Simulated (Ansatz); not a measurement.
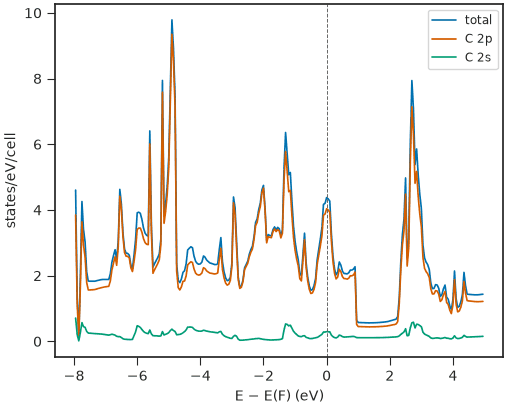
Figure. Total and projected density of states of C in space group R-3c (No. 167; C on 36f), r²SCAN (plane waves, PAW; program Ansatz)

Problem. Which orbitals carry the states next to the Fermi level?

Solution. Within 0.5 eV of the Fermi level: C 2p 93 %, C 2s 6 %. Projections are on Löwdin-orthogonalised atomic valence shells; empty p or d shells of many metals are not among them.

Problem. Where is the tallest occupied peak in this window, and what makes it?

Solution. Near -4.9 eV, about 9.8 states/eV per cell; the largest projected share is C 2p.

The start of the workflow was typed in or built on a structure type; neither database checked (COD, Materials Project) lists it. It is not the phase usual at ambient conditions (space group No. 194, 227). The r²SCAN relaxation kept the symmetry of its start; whether a distortion lowers the energy is not shown. The volume moved by 124 % from the start of the relaxation.

Potentials: the later of the program's two PAW sets.
